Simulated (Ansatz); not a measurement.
## Electronic structure of CH11GeNSi2 (SMILES C[SiH2][GeH2][SiH2]N) in real space

```
atom    x (Å)    y (Å)    z (Å)
   C   0.6770   2.2410   0.1493
  Si   1.5190   0.7600   0.9714
  Ge   1.0253  -1.2797  -0.2286
  Si  -1.3410  -1.7451  -0.1456
   N  -2.1856  -0.3722  -0.7945
   H   0.8286   3.1505   0.7348
   H   1.0830   2.4112  -0.8505
   H  -0.3960   2.0642   0.0558
   H   1.0312   0.6054   2.3669
   H   2.9892   0.9695   1.0290
   H   1.4617  -1.1301  -1.7015
   H   1.8148  -2.4636   0.3595
   H  -1.7792  -1.9050   1.2626
   H  -1.6292  -3.0336  -0.8349
   H  -1.9536  -0.0278  -1.7068
   H  -3.1680  -0.2673  -0.6227
```

Method: RHF/def2-SVP (Ansatz 0.2.0).

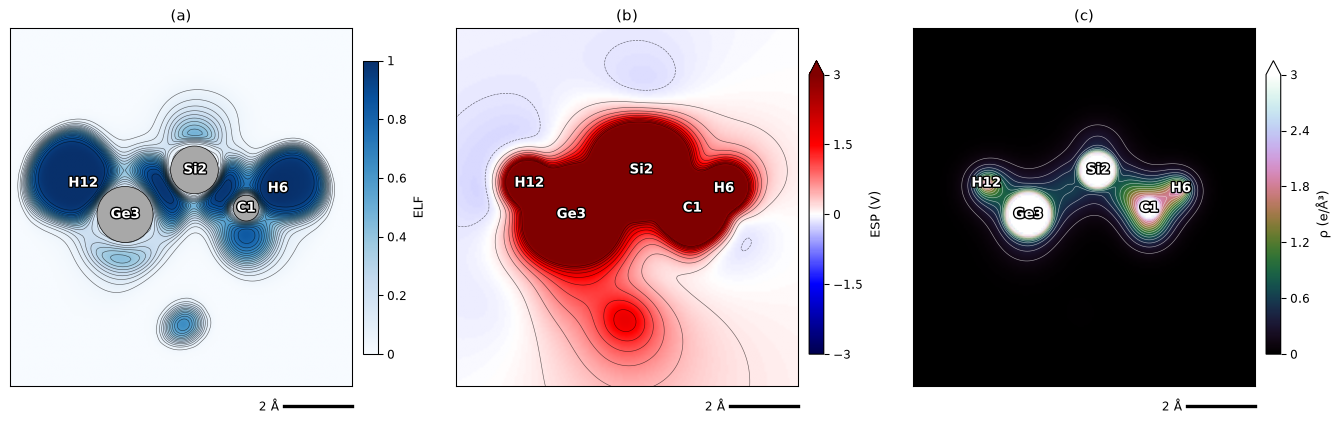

Figure 1. (a) ELF; (b) electrostatic potential; (c) electron density on the plane of atoms Si2, Ge3 and H12. Grey discs cover the atomic cores in the ELF map.

Question: Read the bonding off the picture.

Answer: The plane passes through C, Si, Ge and H nuclei. C–Si (1.89 Å): the density is about 0.97 e/Å³ at the midpoint; the ELF peaks at about 1 between the atoms, as expected for a shared electron pair. Si–Ge (2.42 Å): ρ is about 0.61 e/Å³ halfway; the ELF peaks at about 1 between the atoms: a shared electron pair. C–H (1.09 Å): ρ is about 1.9 e/Å³ halfway; the ELF climbs to about 1 towards the hydrogen, as it does in any bond to H; a covalent bond by its length. Ge–H (1.54 Å): ρ is about 1 e/Å³ halfway; the ELF climbs to about 1 towards the hydrogen. The potential has no marked negative region in this plane.

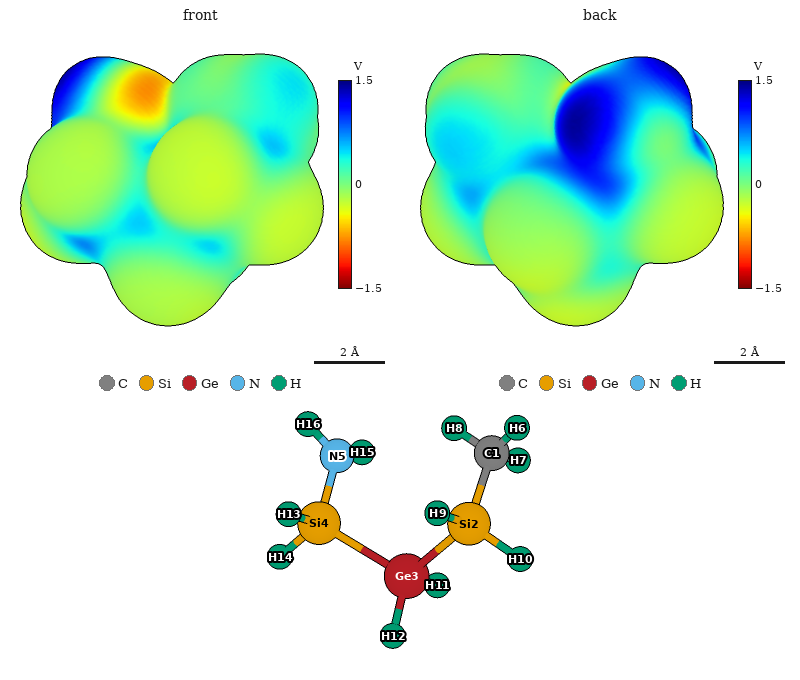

Figure 2. The electrostatic potential painted on the density surface at 0.001 e/bohr³, seen from the front and from behind; red is negative and blue positive. The bare structure is drawn below in the same view.

Question: Describe the electrostatic potential map.

Answer: The most negative region (about −0.7 V, or −16 kcal/mol for a unit charge) lies over N5, the most positive (about +1.4 V, or +32 kcal/mol for a unit charge) over H15 and H16.

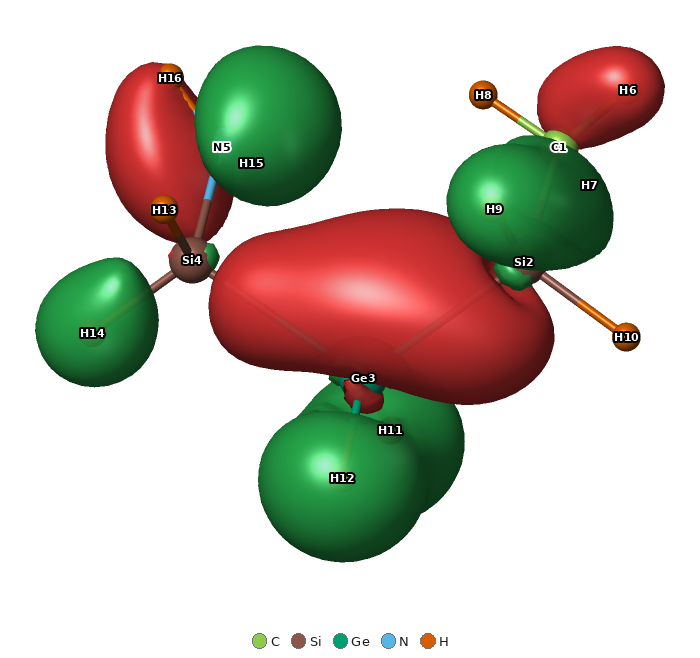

Figure 3. The HOMO−1 at ±0.08 Å⁻³ᐟ² (green and red are the two phases), seen at a tilt.

Question: Describe this orbital and give its energy.

Answer: By Hirshfeld shares it lies mainly on Ge3 (about 30 %), N5 (about 20 %), Si2 (about 15 %), Si4 (about 10 %), H12 (about 5 %) and H11 (about 5 %). Its energy is −10.73 eV.
